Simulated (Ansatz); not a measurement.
| atom | x (Å) | y (Å) | z (Å) |
| --- | --- | --- | --- |
| C | -1.4188 | 0.9264 | 0.7204 |
| B | -0.6530 | 1.5201 | -0.3537 |
| B | 0.3426 | 1.9522 | -1.5861 |
| O | 1.0644 | 2.2875 | -2.4903 |

Geometry: B3LYP-D3(BJ)/def2-SVP.

All numbers below come from Ansatz, isolated molecule in a Gaussian basis; Kohn-Sham density functional theory, functional PBE0.

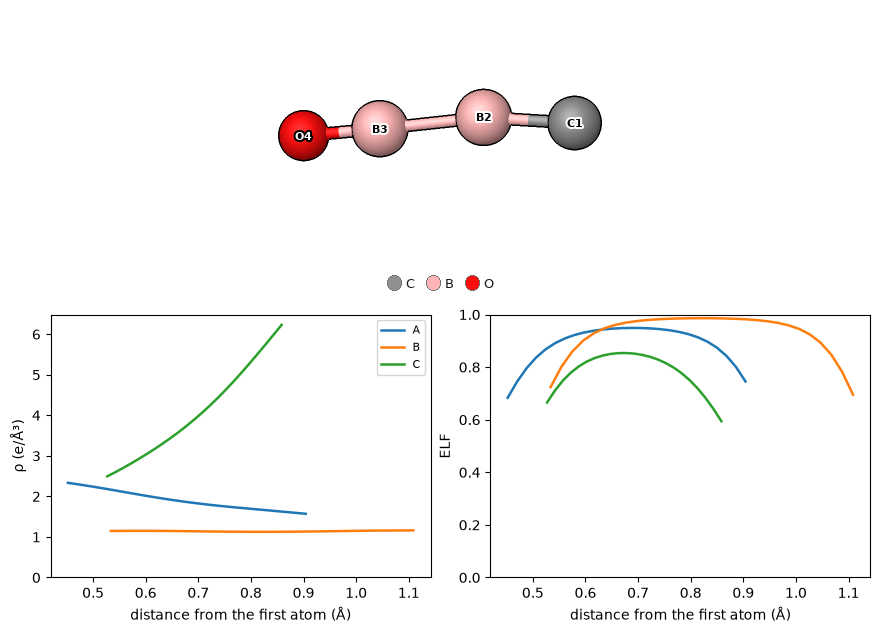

CB2O (SMILES [C+]#[B-]B=O) (triplet). Total electron density and electron localisation function along straight lines between neighbouring atoms. The curves leave out the atomic cores. The structure is drawn too.

Which curve belongs to which contact (B–B, B–O and C–B)? The first atom named is at distance zero.

Curve A: C–B (1.45 Å): ρ at the midpoint is about 1.8 e/Å³; the ELF peaks at about 0.95 between the atoms: localised, covalent bonding. Curve B: B–B (1.64 Å): the density is about 1.1 e/Å³ at the midpoint; the ELF peaks at about 1 between the atoms; a covalent bond. Curve C: B–O (1.20 Å): ρ at the midpoint is about 3 e/Å³; the ELF peaks at about 0.85 between the atoms: a polar covalent bond.
